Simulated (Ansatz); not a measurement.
Consider GaN in the wurtzite structure (space group P6_3mc, No. 186; a = 3.183 Å, c = 5.184 Å). Axes: x lies along a and z along c of the hexagonal cell.

Modification: strain tensor (xx, yy, zz, yz, xz, xy) = (+2.18, +1.06, −1.65, −0.77, +0.59, −0.40) %, atoms relaxed at fixed cell.

Calculations: r2SCAN in Ansatz (plane waves to 500 eV, PAW, spin-orbit coupling left out).

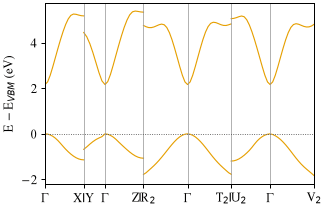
Figure. Highest valence and lowest conduction band along the path of the changed cell's own zone

### Question
Read the changed gap and its character from the plot.

### Answer
About 2.2 eV, direct at Γ.

No phonon test of stability was made. Labels are those of the standard path for the cell's own space group.

Ansatz is a quantum-chemistry and plane-wave program.
